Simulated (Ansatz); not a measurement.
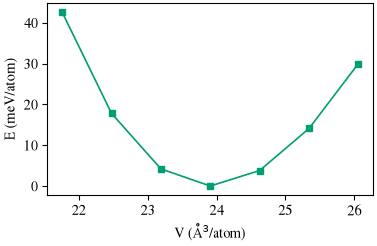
Figure: Ge (diamond, Fd-3m) under volume change, PBE (plane waves, PAW; program Ansatz), scaled uniformly.

Q: What does a third-order Birch–Murnaghan fit give for V₀, B₀ and B′?

A: V₀ = 23.91 Å³/atom, B₀ = 58.5 GPa, B′ = 4.9.

The cell was relaxed with PBE under the symmetry of its start.

Potentials: the earlier of the program's two PAW sets.
